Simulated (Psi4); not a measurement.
# Run report: PH3S, single-point calculation

System: PH3S, multiplicity 3, SMILES [PH3]=S.
Method: B3LYP/6-31G*, UKS (Psi4 1.11).

The geometry is that of the parent species in another charge or spin state. The geometry comes from this level: GFN2-xTB.

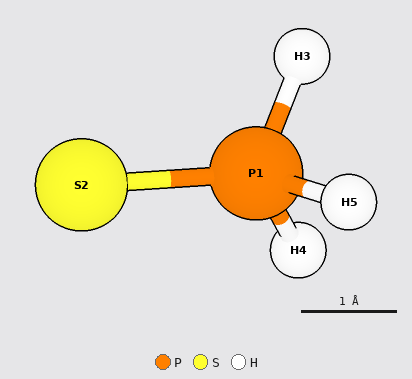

Fig. 1: The structure (ball-and-stick view, seen at a tilt; atoms are numbered from 1 in the order of the input).

### Summary

| quantity | value |
| --- | --- |
| outcome | converged |
| total energy | −741.139519 hartree |
| basis functions | 42 |
| ⟨S²⟩ | 2.003 |
| dipole moment | 1.40 D |
| hardware | 1 thread of AMD EPYC (Zen 3), 192 GiB of memory available, shared host |
| wall time | 37 s |
| peak memory | 0.52 GiB |

### Input file (calc.py)
```python
import psi4

psi4.set_memory('1600 MB')
psi4.set_num_threads(1)
psi4.set_output_file('psi4.out', False)

geom = psi4.geometry("""
0 3
P
S 1 1.913959
H 1 1.394277 2 118.24908
H 1 1.394265 3 99.55814 2 129.40777
H 1 1.394187 4 99.41518 3 -101.32845
symmetry c1
""")

psi4.set_options({
    'reference': 'uks',
    'puream': True,
    'e_convergence': 1e-09,
    'd_convergence': 1e-08,
    'scf_type': 'pk',
    'dft_radial_points': 99,
    'dft_spherical_points': 590,
    'maxiter': 200,
})

E, wfn = psi4.energy("b3lyp/6-31G*", return_wfn=True)
psi4.oeprop(wfn, "QUADRUPOLE", "DIPOLE", "MAYER_INDICES", title="B3LYP")
print(f'total energy {E:.8f} hartree = {E * 27.211386:.5f} eV')
```

Launched with:
```bash
python calc.py
```

### Log
```
Psi4 1.11 release

   => Loading Basis Set <=

    Name: 6-31G*
    Role: ORBITAL
    Keyword: BASIS

         ---------------------------------------------------------
                                   SCF
                              UKS Reference
                        1 Threads,   1525 MiB Core
         ---------------------------------------------------------

  ==> Geometry <==

    Molecular point group: c1
    Full point group: C1

    Geometry (in Angstrom), charge = 0, multiplicity = 3:

       Center              X                  Y                   Z               Mass
    ------------   -----------------  -----------------  -----------------  -----------------
         P           -0.000034517715     0.000035212752    -0.897382003850    30.973761998420
         S           -0.000034517715     0.000035212752     1.016576996150    31.972071174400
         H           -0.000034517715     1.228251505041    -1.557301008034     1.007825032230
         H           -1.062354717394    -0.617026744856    -1.556688627548     1.007825032230
         H            1.064545111614    -0.613424046684    -1.556241124451     1.007825032230

  Running in c1 symmetry.

  Rotational constants: A =      3.69450  B =      0.24941  C =      0.24939 [cm^-1]
  Rotational constants: A = 110758.43394  B =   7477.18854  C =   7476.50158 [MHz]
  Nuclear repulsion =   93.089252985908118

  Charge       = 0
  Multiplicity = 3
  Electrons    = 34
  Nalpha       = 18
  Nbeta        = 16

  ==> Algorithm <==

  SCF Algorithm Type is PK.
  DIIS enabled.
  MOM disabled.
  Fractional occupation disabled.
  Guess Type is SAD.
  Energy threshold   = 1.00e-09
  Density threshold  = 1.00e-08
  Integral threshold = 1.00e-12

  ==> Primary Basis <==

  Basis Set: 6-31G*
    Blend: 6-31G*
    Number of shells: 22
    Number of basis functions: 42
    Number of Cartesian functions: 44
    Spherical Harmonics?: true
    Max angular momentum: 2

  ==> DFT Potential <==

   => LibXC <=

    Version 7.1.2

   => Composite Functional: B3LYP <=

    B3LYP Hyb-GGA Exchange-Correlation Functional

    Deriv               =              1
    GGA                 =           TRUE
    Meta                =          FALSE

    Exchange Hybrid     =           TRUE
    MP2 Hybrid          =          FALSE

   => Exchange Functionals <=

    0.0800   Slater exchange
    0.7200         Becke 88

   => Exact (HF) Exchange <=

    0.2000               HF

   => Correlation Functionals <=

    0.1900   Vosko, Wilk & Nusair (VWN5_RPA)
    0.8100   Lee, Yang & Parr

   => LibXC Density Thresholds  <==

    XC_HYB_GGA_XC_B3LYP:  1.00E-15

   => Molecular Quadrature <=

    Radial Scheme          =       TREUTLER
    Pruning Scheme         =           NONE
    Nuclear Scheme         =       TREUTLER

    Blocking Scheme        =         OCTREE
    BS radius alpha        =              1
    Pruning alpha          =              1
    Radial Points          =             99
    Spherical Points       =            590
    Total Points           =         276293
    Total Blocks           =           2045
    Max Points             =            256
    Max Functions          =             42
    Weights Tolerance      =       1.00E-15

  ==> Integral Setup <==

  Using in-core PK algorithm.
   Calculation information:
      Number of atoms:                   5
      Number of AO shells:              22
      Number of primitives:             66
      Number of atomic orbitals:        44
      Number of basis functions:        42

      Integral cutoff                 1.00e-12
      Number of threads:                 1

  Performing in-core PK
  Using 816312 doubles for integral storage.
  We computed 31565 shell quartets total.
  Whereas there are 32131 unique shell quartets.

  ==> DiskJK: Disk-Based J/K Matrices <==

    J tasked:                  Yes
    K tasked:                  Yes
    wK tasked:                  No
    Memory [MiB]:              846
    Schwarz Cutoff:          1E-12

  Cached 100.0% of DFT collocation blocks in 0.291 [GiB].

  Minimum eigenvalue in the overlap matrix is 9.7474306254E-03.
  Reciprocal condition number of the overlap matrix is 2.4042499354E-03.
    Using symmetric orthogonalization.

  ==> Pre-Iterations <==

  SCF Guess: Superposition of Atomic Densities via on-the-fly atomic UHF (no occupation information).

   -------------------------
    Irrep   Nso     Nmo
   -------------------------
     A         42      42
   -------------------------
    Total      42      42
   -------------------------

  ==> Iterations <==

                        Total Energy        Delta E     RMS |[F,P]|

   @UKS iter SAD:  -741.30153224957269   -7.41302e+02   0.00000e+00
   @UKS iter   1:  -741.08517745783308    2.16355e-01   6.21865e-03 DIIS/ADIIS
   @UKS iter   2:  -741.09279608510769   -7.61863e-03   5.98825e-03 DIIS/ADIIS
   @UKS iter   3:  -741.13906753866820   -4.62715e-02   5.22079e-04 DIIS/ADIIS
   @UKS iter   4:  -741.13944927013677   -3.81731e-04   2.13200e-04 DIIS/ADIIS
   @UKS iter   5:  -741.13950692950118   -5.76594e-05   8.86491e-05 DIIS
   @UKS iter   6:  -741.13951740415689   -1.04747e-05   1.08485e-05 DIIS
   @UKS iter   7:  -741.13951798265884   -5.78502e-07   5.10433e-06 DIIS
   @UKS iter   8:  -741.13951811089146   -1.28233e-07   1.93912e-06 DIIS
   @UKS iter   9:  -741.13951817117118   -6.02797e-08   1.66797e-06 DIIS
   @UKS iter  10:  -741.13951818949283   -1.83217e-08   8.05093e-07 DIIS
   @UKS iter  11:  -741.13951820337138   -1.38785e-08   4.40315e-07 DIIS
   @UKS iter  12:  -741.13951820856107   -5.18969e-09   3.57407e-07 DIIS
   @UKS iter  13:  -741.13951821116154   -2.60047e-09   3.46627e-07 DIIS
   @UKS iter  14:  -741.13951821378419   -2.62264e-09   3.46472e-07 DIIS
   @UKS iter  15:  -741.13951821805324   -4.26905e-09   3.45888e-07 DIIS
   @UKS iter  16:  -741.13951824374203   -2.56888e-08   3.43966e-07 DIIS
   @UKS iter  17:  -741.13951835576881   -1.12027e-07   3.42431e-07 DIIS
   @UKS iter  18:  -741.13951840407594   -4.83071e-08   3.40807e-07 DIIS
   @UKS iter  19:  -741.13951845308270   -4.90068e-08   3.25190e-07 DIIS
   @UKS iter  20:  -741.13951914035681   -6.87274e-07   5.03223e-06 DIIS
   @UKS iter  21:  -741.13951915197094   -1.16141e-08   5.77158e-06 DIIS
   @UKS iter  22:  -741.13951907337537    7.85956e-08   4.38294e-06 DIIS
   @UKS iter  23:  -741.13951895219134    1.21184e-07   1.25122e-06 DIIS
   @UKS iter  24:  -741.13951926905952   -3.16868e-07   6.25455e-06 DIIS
   @UKS iter  25:  -741.13951929315658   -2.40971e-08   4.76551e-06 DIIS
   @UKS iter  26:  -741.13951933714645   -4.39899e-08   6.31607e-06 DIIS
   @UKS iter  27:  -741.13951936621436   -2.90679e-08   3.56488e-06 DIIS
   @UKS iter  28:  -741.13951941328025   -4.70659e-08   2.55272e-06 DIIS
   @UKS iter  29:  -741.13951942285087   -9.57061e-09   1.66408e-06 DIIS
   @UKS iter  30:  -741.13951942720234   -4.35148e-09   3.22349e-07 DIIS
   @UKS iter  31:  -741.13951943078314   -3.58079e-09   5.60359e-07 DIIS
   @UKS iter  32:  -741.13951943147538   -6.92239e-10   1.30686e-07 DIIS
   @UKS iter  33:  -741.13951943145162    2.37605e-11   1.68803e-07 DIIS
   @UKS iter  34:  -741.13951943151551   -6.38920e-11   3.61542e-09 DIIS
  Energy and wave function converged.

  ==> Post-Iterations <==

   Electrons on quadrature grid:
      Nalpha   =   17.9999999407 ; deviation = -5.926e-08
      Nbeta    =   16.0000000189 ; deviation = 1.885e-08
      Ntotal   =   33.9999999596 ; deviation = -4.041e-08

   @Spin Contamination Metric:   2.754096940E-03
   @S^2 Expected:                2.000000000E+00
   @S^2 Observed:                2.002754097E+00
   @S   Expected:                1.000000000E+00
   @S   Observed:                1.000000000E+00

    Orbital Energies [Eh]
    ---------------------

    Alpha Occupied:

       1A    -88.865154     2A    -77.103999     3A     -7.950057
       4A     -6.597551     5A     -5.918807     6A     -5.910369
       7A     -5.901864     8A     -4.758346     9A     -4.756497
      10A     -4.755791    11A     -0.809125    12A     -0.645793
      13A     -0.453110    14A     -0.440832    15A     -0.415977
      16A     -0.322973    17A     -0.284006    18A     -0.067723

    Alpha Virtual:

      19A      0.016968    20A      0.027660    21A      0.082890
      22A      0.203215    23A      0.248267    24A      0.254915
      25A      0.278791    26A      0.340929    27A      0.354434
      28A      0.377770    29A      0.522217    30A      0.522300
      31A      0.533458    32A      0.652400    33A      0.656665
      34A      0.719024    35A      0.733225    36A      0.741606
      37A      0.857113    38A      0.882364    39A      0.909265
      40A      1.175896    41A      1.187176    42A      1.297916

    Beta Occupied:

       1A    -88.857336     2A    -77.101957     3A     -7.941957
       4A     -6.594554     5A     -5.900505     6A     -5.900277
       7A     -5.896831     8A     -4.755385     9A     -4.754245
      10A     -4.753497    11A     -0.770099    12A     -0.613538
      13A     -0.431141    14A     -0.430245    15A     -0.384174
      16A     -0.265554

    Beta Virtual:

      17A     -0.193153    18A      0.016720    19A      0.041516
      20A      0.042457    21A      0.091962    22A      0.225556
      23A      0.257069    24A      0.261751    25A      0.299043
      26A      0.366196    27A      0.389603    28A      0.395274
      29A      0.541276    30A      0.544447    31A      0.546719
      32A      0.668670    33A      0.670386    34A      0.753429
      35A      0.788046    36A      0.792291    37A      0.904631
      38A      0.908566    39A      0.921803    40A      1.194213
      41A      1.196808    42A      1.325681

    Final Occupation by Irrep:
              A
    DOCC [    16 ]
    SOCC [     2 ]
    NA   [    18 ]
    NB   [    16 ]

  @UKS Final Energy:  -741.13951943151551

   => Energetics <=

    Nuclear Repulsion Energy =             93.0892529859081179
    One-Electron Energy =               -1208.4025672271211533
    Two-Electron Energy =                 414.5779091599032427
    DFT Exchange-Correlation Energy =     -40.4041143502057665
    Empirical Dispersion Energy =           0.0000000000000000
    VV10 Nonlocal Energy =                  0.0000000000000000
    Total Energy =                       -741.1395194315155095

  UHF NO Occupations:
  HONO-2 :   16  A 1.9993474
  HONO-1 :   17  A 1.0000000
  HONO-0 :   18  A 1.0000000
  LUNO+0 :   19  A 0.0006526
  LUNO+1 :   20  A 0.0003065
  LUNO+2 :   21  A 0.0001649
  LUNO+3 :   22  A 0.0001423

Computation Completed

Properties will be evaluated at   0.000000,   0.000000,   0.000000 [a0]

Properties computed using the SCF density matrix

 Multipole Moments:

 ------------------------------------------------------------------------------------
     Multipole            Electronic (a.u.)      Nuclear  (a.u.)        Total (a.u.)
 ------------------------------------------------------------------------------------

 L = 1.  Multiply by 2.5417464519 to convert [e a0] to [Debye]
 Dipole X            :          0.0287939            0.0020519            0.0308458
 Dipole Y            :         -0.0200762           -0.0020932           -0.0221694
 Dipole Z            :          2.9759650           -3.5257166           -0.5497516
 Magnitude           :                                                    0.5510624

 ------------------------------------------------------------------------------------

	total time  =         34 seconds =       0.57 minutes

Properties will be evaluated at   0.000000,   0.000000,   0.000000 [a0]

Properties computed using the B3LYP density matrix

 Multipole Moments:

 ------------------------------------------------------------------------------------
     Multipole            Electronic (a.u.)      Nuclear  (a.u.)        Total (a.u.)
 ------------------------------------------------------------------------------------

 L = 1.  Multiply by 2.5417464519 to convert [e a0] to [Debye]
 Dipole X            :          0.0287939            0.0020519            0.0308458
 Dipole Y            :         -0.0200762           -0.0020932           -0.0221694
 Dipole Z            :          2.9759650           -3.5257166           -0.5497516
 Magnitude           :                                                    0.5510624

 L = 2.  Multiply by 1.3450342976 to convert [e a0^2] to [Debye ang]
 Quadrupole XX       :        -27.6340868            8.0772268          -19.5568600
 Quadrupole XY       :         -0.8255738            0.0087179           -0.8168559
 Quadrupole XZ       :         -0.1568882           -0.0106290           -0.1675172
 Quadrupole YY       :        -28.7651361            8.0906504          -20.6744857
 Quadrupole YZ       :          0.1092691            0.0089123            0.1181814
 Quadrupole ZZ       :       -153.6036841          128.1463397          -25.4573444
 Traceless XX        :         42.3668822          -40.0275121            2.3393700
 Traceless YY        :         41.2358329          -40.0140886            1.2217443
 Traceless ZZ        :        -83.6027151           80.0416007           -3.5611144

 ------------------------------------------------------------------------------------

  Mayer Bond Indices:

  Total Bond Index:
  Irrep: 1 Size: 5 x 5

                 1                   2                   3                   4                   5

    1     0.00000000000000     0.45825155403324     0.89030391064728     0.89177012063405     0.90871147252165
    2     0.45825155403324     0.00000000000000     0.05147689223631     0.05094358988966     0.04627447568261
    3     0.89030391064728     0.05147689223631     0.00000000000000     0.00575201816294    -0.00180146193233
    4     0.89177012063405     0.05094358988966     0.00575201816294     0.00000000000000    -0.00196245362822
    5     0.90871147252165     0.04627447568261    -0.00180146193233    -0.00196245362822     0.00000000000000

  Alpha Contribution:
  Irrep: 1 Size: 5 x 5

                 1                   2                   3                   4                   5

    1     0.00000000000000    -0.12388477818174     0.44838730308046     0.44906735776943     0.45633928449809
    2    -0.12388477818174     0.00000000000000     0.02423482424676     0.02392505269143     0.02131335728258
    3     0.44838730308046     0.02423482424676     0.00000000000000     0.00042561398977    -0.00071531100171
    4     0.44906735776943     0.02392505269143     0.00042561398977     0.00000000000000    -0.00077103541430
    5     0.45633928449809     0.02131335728258    -0.00071531100171    -0.00077103541430     0.00000000000000

  Beta Contribution:
  Irrep: 1 Size: 5 x 5

                 1                   2                   3                   4                   5

    1     0.00000000000000     0.58213633221498     0.44191660756682     0.44270276286462     0.45237218802356
    2     0.58213633221498     0.00000000000000     0.02724206798954     0.02701853719823     0.02496111840004
    3     0.44191660756682     0.02724206798954     0.00000000000000     0.00532640417318    -0.00108615093062
    4     0.44270276286462     0.02701853719823     0.00532640417318     0.00000000000000    -0.00119141821392
    5     0.45237218802356     0.02496111840004    -0.00108615093062    -0.00119141821392     0.00000000000000

  Atomic Valences:

 #  #
 Irrep: 1
      1:    3.149037057836220
      2:    0.606946511841815
      3:    0.945731359114199
      4:    0.946503275058429
      5:    0.951222032643708
```

### Standard output
```
total energy -741.13951943 hartree = -20167.43354 eV
```
